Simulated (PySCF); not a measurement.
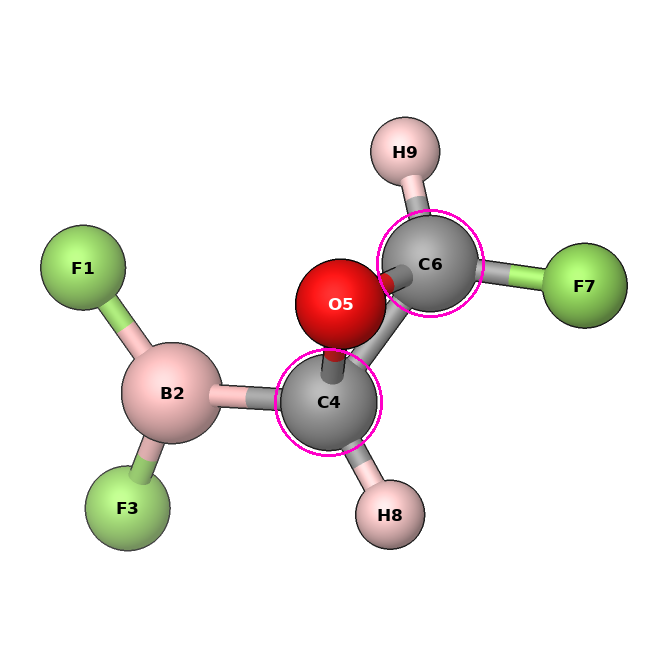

Depth is shown by fading: the farther an atom, the more it takes the colour of the background. Circles mark the stereogenic atoms. The geometry was computed by an optimisation with PBE0-D3(BJ)/def2-SVP. No frequency run is at hand to confirm it as a minimum.

> Assign CIP descriptors.

C4: S (priorities O5 > C6 > B2 > H8); C6: S (priorities F7 > O5 > C4 > H9).

> Write the isomeric SMILES.

FB(F)[C@@H]1O[C@H]1F
